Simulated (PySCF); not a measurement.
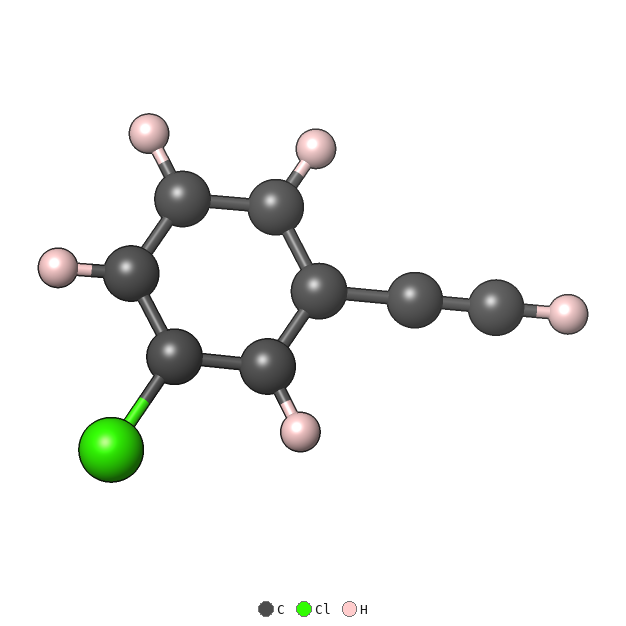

Every bond is drawn as one stick, whatever its order.

Computed geometry: PBE0-D3(BJ)/def2-SVP optimisation. No frequency run is at hand to confirm it as a minimum.

Give the formula.

C8H5Cl, 14 atoms: 8 carbon, 5 hydrogen and 1 chlorine.

Give a SMILES string for it.

C#Cc1cccc(Cl)c1

Which point group does it belong to?

Cs.

Count the bonded pairs by element.

8 C–C, 5 C–H, 1 C–Cl.

More results for the same structure follow; atom numbers are the same in all pictures, views and colours differ.

## Geometry

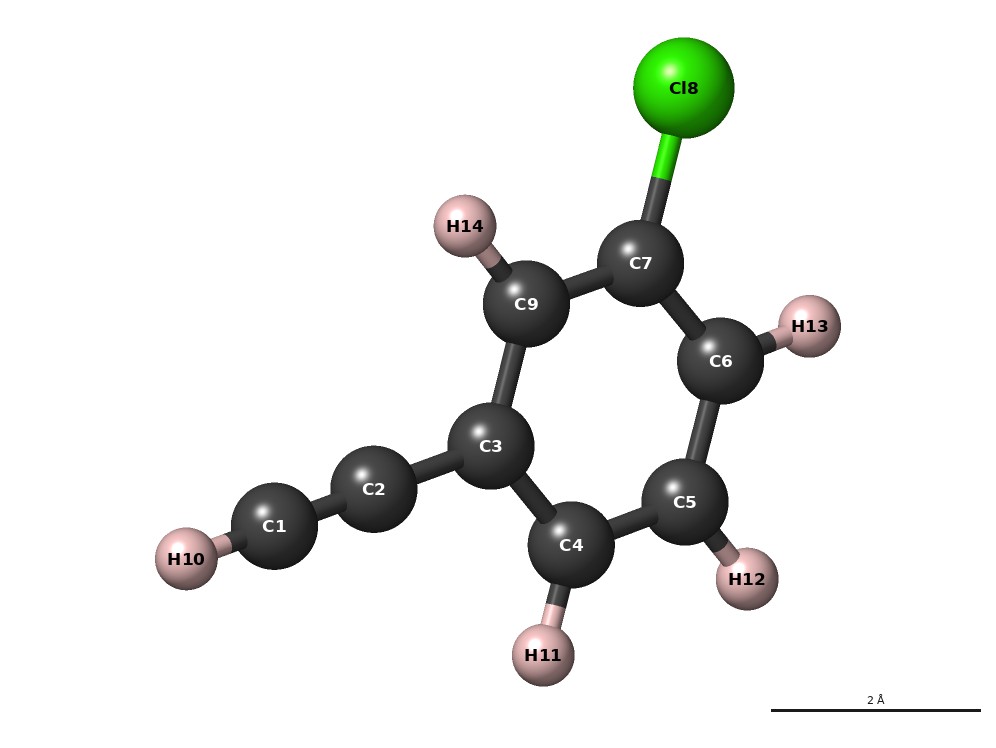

The atoms are numbered. No frequency run is at hand to confirm it as a minimum.

Describe the coordination of atom 1.

C1 has 2 neighbours (C2 at 1.21, H10 at 1.07 Å); the arrangement is linear.

How are the neighbours of atom 9 arranged?

C9 has 3 neighbours (C3 at 1.40, C7 at 1.39, H14 at 1.09 Å); the arrangement is trigonal planar.

Describe the coordination of atom 6.

C6 has 3 neighbours (C5 at 1.39, C7 at 1.39, H13 at 1.09 Å); the arrangement is trigonal planar.

What is the geometry at C3?

C3 has 3 neighbours (C2 at 1.43, C4 at 1.41, C9 at 1.40 Å); the arrangement is trigonal planar.

Which bond is the longest?

C7–Cl8, 1.732 Å.

What is the dihedral angle C4–C3–C9–C7?

0° in size, that is syn (eclipsed).

## NMR shielding

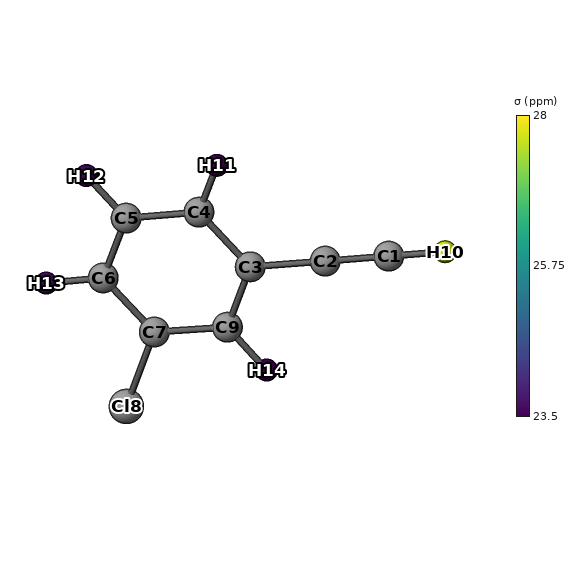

Atoms are coloured by their isotropic NMR shieldings (H only, the others grey). No frequency run is at hand to confirm it as a minimum. Method: GIAO PBE0/pcSseg-1 NMR shielding, non-relativistic, IEF-PCM chloroform (PySCF 2.14.0).

List the isotropic NMR shieldings of the H atoms.

| atom | σ (ppm) |
| --- | --- |
| H10 | 27.65 |
| H11 | 23.57 |
| H12 | 23.63 |
| H13 | 23.65 |
| H14 | 23.51 |

## Charges

The questions are on IAO charges. No frequency run is at hand to confirm it as a minimum. Method: PBE0/pcSseg-1 in acetonitrile (IEF-PCM) (PySCF 2.14.0).

Which atom carries the highest charge (most positive or least negative)?

H10 (0.22 e).

And the lowest?

C1 (−0.23 e).

Give the IAO charges atom by atom.

```
atom  value (e)
  C1      −0.23
  C2      −0.04
  C3      −0.02
  C4      −0.14
  C5      −0.14
  C6      −0.16
  C7      −0.02
 Cl8      −0.04
  C9      −0.15
 H10       0.22
 H11       0.18
 H12       0.18
 H13       0.18
 H14       0.18
```

## Excitation

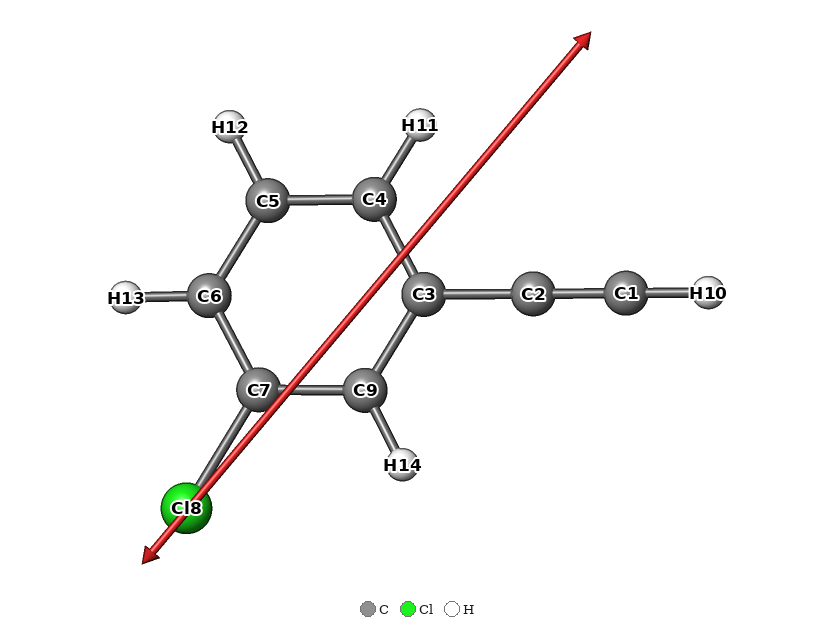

The double arrow shows the direction of the transition dipole to excited singlet state 4 (its length means nothing). No frequency run is at hand to confirm it as a minimum. Method: TDDFT CAM-B3LYP/def2-SVPD, vertical, IEF-PCM chloroform (non-equilibrium linear response), core orbitals frozen in the response (PySCF 2.14.0).

How is the transition polarised?

In the molecular plane, nearly parallel to the C5–C6 bond.

Where does the transition lie, and how strong is it?

6.07 eV (204 nm), oscillator strength 0.64, of mixed character, with the largest part HOMO → LUMO+1 (weight 0.49); transition dipole 5.27 D.
